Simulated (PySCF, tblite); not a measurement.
# C4H13PSi: geometry, infrared bands and NMR shifts

What infrared bands and NMR shifts should C4H13PSi (`C[Si](C)(C)CP`) show?

Computed with tblite 0.8.0 and PySCF 2.14.0, with density-fitted response routines of our own, on a single molecule in the gas phase. Atoms count from 0, in the outputs and in this text.

## Step 1: The molecule as given

19 atoms, charge 0, multiplicity 1; geometry from: force field or distance geometry start.

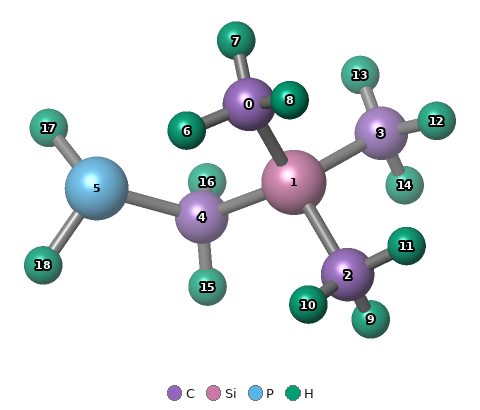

The starting geometry (carbon purple, silicon pink, phosphorus blue, hydrogen teal), atoms numbered.

## Step 2: Relaxing the molecule with GFN2-xTB

What the job is given:

```
{"job": {"kind": "relax", "xc": "GFN2-xTB", "basis": "xTB"}, "charge": 0, "multiplicity": 1}
C      0.157900    -1.037000     1.486000
Si    -0.419500    -0.004300     0.022000
C     -1.296200     1.545600     0.598000
C     -1.717300    -0.901500    -0.988300
C      1.102700     0.373600    -0.977100
P      2.677500     0.021200    -0.097700
H      1.114300    -0.589500     1.844900
H      0.380000    -2.086200     1.206100
H     -0.537500    -0.969200     2.348900
H     -1.585700     2.129800    -0.295600
H     -0.735400     2.113700     1.341800
H     -2.257100     1.177500     1.065700
H     -2.634500    -0.988300    -0.333400
H     -1.363400    -1.879400    -1.356500
H     -2.016200    -0.191900    -1.792200
H      1.047000     1.416400    -1.358100
H      1.082600    -0.300900    -1.870900
H      3.467900    -1.035200    -0.719900
H      3.523100     1.215000    -0.131000
```

The run is started by

```sh
OMP_NUM_THREADS=1 python probes_run.py task.json out
```

The driver reads the jobs from task.json and runs them one after another.

What it wrote:

```text
step      E/eV     max force
  0    -526.74308    2.707
  1    -527.10675    1.646
  2    -527.34069    1.126
  3    -527.47056    1.065
  4    -527.59497    0.776
  5    -527.64563    0.709
  6    -527.68844    0.490
  7    -527.71691    0.525
  8    -527.74244    0.413
  9    -527.75923    0.390
 10    -527.77159    0.290
 11    -527.78066    0.271
 12    -527.79056    0.315
 13    -527.80086    0.302
 14    -527.80951    0.262
 15    -527.81524    0.152
 16    -527.81952    0.203
 17    -527.82495    0.240
 18    -527.83260    0.269
 19    -527.84002    0.259
 20    -527.84475    0.164
 21    -527.84826    0.181
 22    -527.85186    0.216
 23    -527.85534    0.201
 24    -527.85836    0.138
 25    -527.86075    0.148
 26    -527.86331    0.161
 27    -527.86747    0.217
 28    -527.87393    0.247
 29    -527.88039    0.180
 30    -527.88402    0.098
 31    -527.88591    0.091
 32    -527.88712    0.103
 33    -527.88832    0.095
 34    -527.88963    0.097
 35    -527.89134    0.114
 36    -527.89350    0.159
 37    -527.89624    0.184
 38    -527.89935    0.154
 39    -527.90210    0.111
 40    -527.90454    0.123
 41    -527.90839    0.149
 42    -527.91601    0.203
 43    -527.92662    0.417
 44    -527.92565    0.619
 45    -527.94380    0.556
 46    -527.95555    0.300
 47    -527.96380    0.166
 48    -527.97157    0.225
 49    -527.97679    0.194
 50    -527.97990    0.125
 51    -527.98236    0.097
 52    -527.98451    0.094
 53    -527.98663    0.103
 54    -527.98840    0.090
 55    -527.98953    0.068
 56    -527.99044    0.065
 57    -527.99146    0.071
 58    -527.99270    0.075
 59    -527.99402    0.071
 60    -527.99526    0.091
 61    -527.99650    0.104
 62    -527.99772    0.088
 63    -527.99921    0.076
 64    -528.00050    0.095
 65    -528.00106    0.087
 66    -528.00179    0.067
 67    -528.00278    0.089
 68    -528.00402    0.089
 69    -528.00502    0.061
 70    -528.00554    0.051
 71    -528.00576    0.033
 72    -528.00589    0.029
 73    -528.00600    0.021
 74    -528.00609    0.025
 75    -528.00618    0.028
 76    -528.00629    0.027
 77    -528.00640    0.024
 78    -528.00650    0.019
 79    -528.00657    0.014
 80    -528.00663    0.018
 81    -528.00670    0.023
 82    -528.00682    0.025
 83    -528.00702    0.029
 84    -528.00733    0.037
 85    -528.00772    0.041
 86    -528.00813    0.051
 87    -528.00855    0.051
 88    -528.00892    0.039
 89    -528.00921    0.030
 90    -528.00939    0.024
 91    -528.00951    0.026
 92    -528.00960    0.029
 93    -528.00975    0.032
 94    -528.01000    0.048
 95    -528.01033    0.054
 96    -528.01064    0.041
 97    -528.01089    0.026
 98    -528.01105    0.044
 99    -528.01120    0.028
100    -528.01139    0.027
101    -528.01241    0.037
102    -528.01291    0.062
103    -528.01311    0.064
104    -528.01354    0.054
105    -528.01376    0.031
106    -528.01396    0.029
107    -528.01422    0.043
108    -528.01454    0.055
109    -528.01524    0.079
110    -528.01618    0.079
111    -528.01752    0.101
112    -528.01886    0.096
113    -528.01881    0.153
114    -528.01965    0.065
115    -528.02008    0.033
116    -528.02021    0.024
117    -528.02039    0.028
118    -528.02050    0.031
119    -528.02061    0.026
120    -528.02071    0.030
121    -528.02086    0.031
122    -528.02109    0.046
123    -528.02141    0.059
124    -528.02172    0.049
125    -528.02194    0.047
126    -528.02212    0.039
127    -528.02233    0.043
128    -528.02261    0.053
129    -528.02290    0.036
130    -528.02311    0.031
131    -528.02325    0.029
132    -528.02339    0.030
133    -528.02350    0.028
134    -528.02358    0.015
135    -528.02361    0.013
136    -528.02364    0.015
137    -528.02368    0.018
138    -528.02373    0.017
139    -528.02378    0.015
140    -528.02382    0.012
141    -528.02386    0.017
142    -528.02391    0.017
143    -528.02396    0.013
144    -528.02400    0.012
145    -528.02402    0.012
146    -528.02404    0.014
147    -528.02407    0.018
148    -528.02412    0.019
149    -528.02416    0.015
150    -528.02421    0.015
151    -528.02426    0.015
152    -528.02431    0.017
153    -528.02440    0.021
154    -528.02453    0.037
155    -528.02464    0.027
156    -528.02475    0.029
157    -528.02483    0.028
158    -528.02490    0.022
159    -528.02503    0.022
160    -528.02520    0.027
161    -528.02536    0.029
162    -528.02547    0.017
163    -528.02553    0.013
164    -528.02555    0.011
165    -528.02557    0.010
166    -528.02558    0.007
```

It took 1 s on 1 thread of Arm Neoverse V2, shared host.

Step by step: (not every step is listed)

| step | energy from step 0 (eV) | largest force (eV/Å) |
| --- | --- | --- |
| 0 | 0.0000 | 2.7071 |
| 1 | -0.3637 | 1.6457 |
| 2 | -0.5976 | 1.1260 |
| 3 | -0.7275 | 1.0649 |
| 4 | -0.8519 | 0.7764 |
| 5 | -0.9026 | 0.7085 |
| 6 | -0.9454 | 0.4899 |
| 7 | -0.9738 | 0.5254 |
| 8 | -0.9994 | 0.4128 |
| 23 | -1.1123 | 0.2009 |
| 38 | -1.1563 | 0.1535 |
| 53 | -1.2436 | 0.1031 |
| 68 | -1.2609 | 0.0890 |
| 83 | -1.2639 | 0.0287 |
| 98 | -1.2680 | 0.0443 |
| 113 | -1.2757 | 0.1531 |
| 128 | -1.2795 | 0.0526 |
| 143 | -1.2809 | 0.0133 |
| 158 | -1.2818 | 0.0221 |
| 161 | -1.2823 | 0.0293 |
| 162 | -1.2824 | 0.0172 |
| 163 | -1.2825 | 0.0125 |
| 164 | -1.2825 | 0.0107 |
| 165 | -1.2825 | 0.0100 |
| 166 | -1.2825 | 0.0070 |

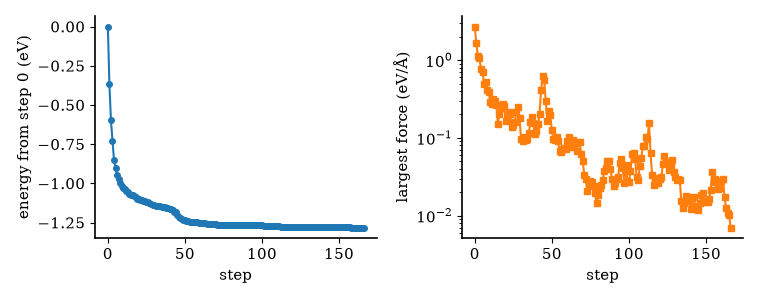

Energy and force, step by step.

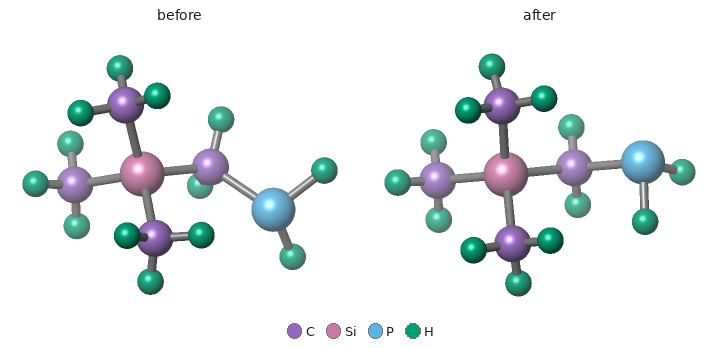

Before and after, at one scale.

Close pairs (by a distance rule), those that changed most:

| bond | before (Å) | after (Å) | change (Å) |
| --- | --- | --- | --- |
| P5–H18 | 1.463 | 1.399 | -0.065 |
| P5–H17 | 1.459 | 1.395 | -0.064 |
| Si1–C4 | 1.860 | 1.921 | +0.061 |
| C3–H12 | 1.130 | 1.085 | -0.045 |
| C2–H11 | 1.130 | 1.085 | -0.045 |
| Si1–C3 | 1.873 | 1.908 | +0.034 |
| Si1–C2 | 1.872 | 1.905 | +0.034 |
| C4–H16 | 1.120 | 1.089 | -0.030 |

The final coordinates are the input of the step that follows.

## Step 3: Vibrational analysis with GFN2-xTB

What the job is given:

```
{"job": {"kind": "ir", "xc": "GFN2-xTB", "basis": "xTB"}, "charge": 0, "multiplicity": 1}
C      0.064596    -1.261638     1.426564
Si    -0.424547    -0.071720     0.018444
C     -1.032920     1.582174     0.742357
C     -1.768406    -0.876499    -1.070879
C      1.112880     0.283458    -1.076906
P      2.477723     1.061085    -0.094905
H      0.802564    -0.805588     2.080351
H      0.489910    -2.184107     1.041783
H     -0.795053    -1.525714     2.034557
H     -1.447637     2.224459    -0.028723
H     -0.212163     2.119168     1.209761
H     -1.802167     1.430616     1.493080
H     -2.670226    -1.057479    -0.495393
H     -1.442460    -1.829708    -1.475857
H     -2.036454    -0.238769    -1.907462
H      0.847643     0.994834    -1.860669
H      1.481738    -0.621064    -1.559254
H      2.864080    -0.102474     0.569619
H      3.481096     0.888216    -1.053931
```

What it wrote:

```text
mode    cm-1     km/mol
  1      31.2      1.87
  2      94.8      0.01
  3     105.1      0.96
  4     109.9      0.03
  5     115.3      0.59
  6     153.3      0.49
  7     160.9      0.26
  8     178.1      2.00
  9     193.1      8.16
 10     219.8      7.96
 11     238.2     13.12
 12     578.9      1.70
 13     649.0      6.47
 14     676.3      8.39
 15     736.3     18.02
 16     741.2     10.04
 17     765.6     45.13
 18     774.6      0.66
 19     790.3      3.50
 20     795.5     12.93
 21     826.7     27.71
 22     839.2     93.01
 23     859.0    228.67
 24     873.5    220.54
 25     892.0    145.71
 26    1065.0     19.23
 27    1143.9      7.34
 28    1160.7     18.16
 29    1368.7     20.54
 30    1370.3     17.72
 31    1375.3      7.68
 32    1426.0      6.55
 33    1477.0      0.19
 34    1479.2      0.06
 35    1483.0      0.23
 36    1485.2      0.61
 37    1488.7      0.83
 38    1490.6      0.34
 39    2238.5    146.44
 40    2315.3    217.23
 41    2964.4     22.82
 42    2971.8     10.98
 43    3034.5     10.54
 44    3036.4      9.05
 45    3037.5     38.50
 46    3040.7     10.99
 47    3042.7     22.87
 48    3044.2     15.07
 49    3046.4     26.94
 50    3047.4     41.22
 51    3053.4     66.44
```

It took 0.59 s on 1 thread of Arm Neoverse V2, shared host.

Which atoms move in the most intense modes:

| cm⁻¹ | km/mol | atoms |
| --- | --- | --- |
| 766 | 45.1 | C4 44 %, P5 17 % |
| 839 | 93.0 | H18 18 %, H7 15 %, H13 12 %, Si1 11 % |
| 859 | 228.7 | Si1 19 %, H10 16 %, H6 13 % |
| 874 | 220.5 | H17 19 %, Si1 17 % |
| 892 | 145.7 | H18 29 %, Si1 14 %, H16 12 % |
| 2238 | 146.4 | H18 69 %, H17 28 % |
| 2315 | 217.2 | H17 69 %, H18 28 % |
| 3053 | 66.4 | H12 77 % |

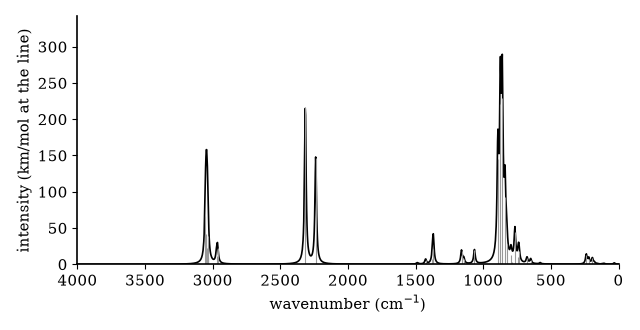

The infrared spectrum from these modes, unscaled. Lines are broadened to a width of 14 cm⁻¹ (Lorentzian).

## Step 4: Nuclear shieldings: PBE0/pcSseg-1

The job, as its differences from that of step 3:

```diff
@@ -1,2 +1,2 @@
-{"job": {"kind": "ir", "xc": "GFN2-xTB", "basis": "xTB"}, "charge": 0, "multiplicity": 1}
+{"job": {"kind": "nmr", "xc": "PBE0", "basis": "pcSseg-1"}, "charge": 0, "multiplicity": 1}
 C      0.064596    -1.261638     1.426564
```

Method: GIAO PBE0/pcSseg-1 NMR shielding, non-relativistic, gas phase.

What it wrote:

```text
coarse grid: 15656 points
cycle   1  E = -790.5124327332  dE =  1.283e-01  |g| = 5.582e-01  |ddm| = 3.727e+00
cycle   2  E = -790.4959169782  dE =  1.652e-02  |g| = 6.072e-01  |ddm| = 9.352e-01
cycle   3  E = -790.5918854004  dE = -9.597e-02  |g| = 3.659e-02  |ddm| = 5.229e-01
cycle   4  E = -790.5921684691  dE = -2.831e-04  |g| = 2.163e-02  |ddm| = 7.293e-02
cycle   5  E = -790.5922910791  dE = -1.226e-04  |g| = 3.797e-03  |ddm| = 2.350e-02
cycle   6  E = -790.5922947667  dE = -3.688e-06  |g| = 1.046e-03  |ddm| = 5.365e-03
final grid: 138520 points
cycle   7  E = -790.6276822597  dE = -3.058e-05  |g| = 8.818e-03  |ddm| = 2.761e-02
cycle   8  E = -790.6276762597  dE =  6.000e-06  |g| = 1.005e-02  |ddm| = 1.602e-02
cycle   9  E = -790.6277021595  dE = -2.590e-05  |g| = 4.642e-04  |ddm| = 8.716e-03
cycle  10  E = -790.6277022039  dE = -4.444e-08  |g| = 2.270e-04  |ddm| = 7.337e-04
cycle  11  E = -790.6277022175  dE = -1.355e-08  |g| = 3.122e-05  |ddm| = 2.241e-04
cycle  12  E = -790.6277022177  dE = -2.105e-10  |g| = 8.215e-06  |ddm| = 4.160e-05
converged SCF energy = -790.6277022177

GIAO shielding tensors (ppm)
atom      isotropic    diamagn.    paramagn.     s11        s22        s33       span
  0 C      189.085     255.242     -66.157    184.262    188.429    194.566     10.304
  1 Si     346.692     881.081    -534.389    343.048    345.715    351.312      8.263
  2 C      189.940     254.699     -64.760    184.386    188.887    196.546     12.160
  3 C      186.264     254.228     -67.965    181.777    183.455    193.558     11.780
  4 C      186.154     259.123     -72.969    176.099    186.196    196.166     20.067
  5 P      511.886     965.949    -454.063    438.132    511.715    585.811    147.679
  6 H       31.543      32.434      -0.891     26.736     30.329     37.564     10.828
  7 H       31.836      32.258      -0.422     27.757     28.816     38.935     11.178
  8 H       31.741      31.393       0.348     27.305     28.861     39.058     11.754
  9 H       31.863      31.374       0.489     27.628     28.769     39.192     11.564
 10 H       31.037      31.361      -0.324     25.593     30.215     37.302     11.708
 11 H       31.836      31.074       0.762     27.327     29.061     39.121     11.793
 12 H       31.656      30.966       0.690     27.187     28.936     38.845     11.657
 13 H       31.664      31.728      -0.064     27.274     29.224     38.495     11.221
 14 H       31.684      31.537       0.146     27.226     29.243     38.581     11.355
 15 H       31.579      33.529      -1.949     26.444     29.969     38.325     11.881
 16 H       30.448      34.153      -3.704     24.044     29.876     37.425     13.380
 17 H       29.151      30.534      -1.384     23.512     29.002     34.938     11.426
 18 H       28.681      29.250      -0.569     23.136     26.251     36.656     13.520
```

It took 20 s on 1 thread of Arm Neoverse V2, shared host; peak memory 0.88 GiB.

The references, computed at this level on geometries of the same kind, shield at (ppm): 1H TMS 31.72, 13C TMS 186.9, 29Si TMS 349.2, 31P H3PO4 318.4. Their shielding less the atom's gives the shift. The references are single molecules in the gas phase, so shifts against H2O, NH3, PH3, H3PO4 or CFCl3 are not on the usual liquid scales and can be off by tens of ppm. Atoms listed in one row are averaged.

| atoms | environment | σ (ppm) | δ (ppm) | δ scaled to CDCl3 |
| --- | --- | --- | --- | --- |
| C4 | sp3 CH2 bonded to P and Si | 186.2 | 0.8 | -1.2 |
| C0, C2, C3 | methyl carbon bonded to Si | 188.4 | -1.5 | -3.4 |
| H17, H18 | hydrogen on a phosphorus bonded to C | 28.92 | 2.80 | – |
| H15, H16 | hydrogen on an sp3 CH2 bonded to P and Si | 31.01 | 0.70 | 0.77 |
| H6, H7, H8, H9, H10 and 4 more | hydrogen on a methyl carbon bonded to Si | 31.65 | 0.07 | 0.17 |
| Si1 | silicon bonded to 4 C | 346.7 | 2.5 | – |
| P5 | phosphorus bonded to C, 2 H | 511.9 | -193.5 | – |

The scaled column applies a straight-line fit of computed shieldings to shifts measured in CDCl3 (root-mean-square error 0.16 ppm for H, 1.9 ppm for C).

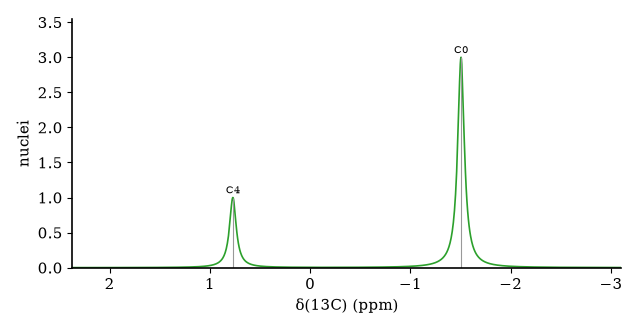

13C lines at the computed shifts, without couplings. Lines are broadened to a width of 0.08 ppm (Lorentzian).

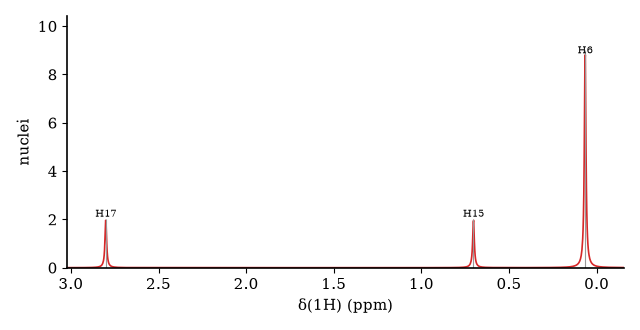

1H lines at the computed shifts, without couplings. Lines are broadened to a width of 0.01 ppm (Lorentzian).

Charges from the same density, by scheme (e):

| atoms | Mulliken | IAO | Hirshfeld | ESP fit |
| --- | --- | --- | --- | --- |
| C0, C2, C3 | -0.61 | -0.72 | -0.22 | -0.65 |
| Si1 | 0.91 | 1.07 | 0.41 | 0.91 |
| C4 | -0.77 | -0.72 | -0.21 | -0.31 |
| P5 | 0.06 | 0.18 | 0.07 | -0.33 |

Hirshfeld charges:

C0 -0.22; Si1 0.41; C2 -0.22; C3 -0.22; C4 -0.21; P5 0.07; H6 0.04; H7 0.04; H8 0.04; H9 0.04; H10 0.03; H11 0.04; H12 0.04; H13 0.04; H14 0.04; H15 0.04; H16 0.04; H17 -0.02; H18 -0.02

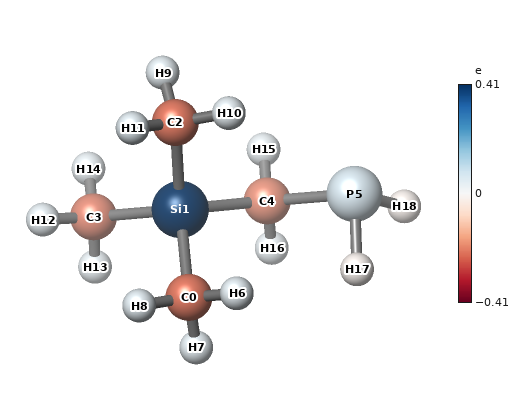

Hirshfeld charges, as colours on the atoms.

Mayer bond orders: C0–Si1 0.98, Si1–C2 0.98, Si1–C3 0.97, Si1–C4 0.86, C4–P5 1.00.

## Step 5: Outcome

```
                                                               quantity                 value
                              strongest single infrared mode (GFN2-xTB)  859 cm⁻¹, 229 km/mol
                                           zero-point energy (GFN2-xTB)         97.3 kcal/mol
13C shifts against TMS (PBE0/pcSseg-1, means over atoms taken as alike)         0.8, -1.5 ppm
 1H shifts against TMS (PBE0/pcSseg-1, means over atoms taken as alike)  2.80, 0.70, 0.07 ppm
                                29Si shifts against TMS (PBE0/pcSseg-1)               2.5 ppm
                               31P shifts against H3PO4 (PBE0/pcSseg-1)            -193.5 ppm
```

In words: The optimisation took 166 steps and gained 1.283 eV; among the close pairs (by a distance rule), P5–H18 changed most, from 1.463 to 1.399 Å. No mode is imaginary among the 51: a minimum at this level. The strongest single mode, at 859 cm⁻¹, has its largest shares on Si1, H10 and H6 (the list is cut at 3 atoms). GFN2-xTB is a fitted tight-binding method: band positions and strengths are rough. Its intensities can rank the bands wrongly. At PBE0/pcSseg-1: The largest span, 148 ppm, is at P5, where the paramagnetic term is -454 ppm.
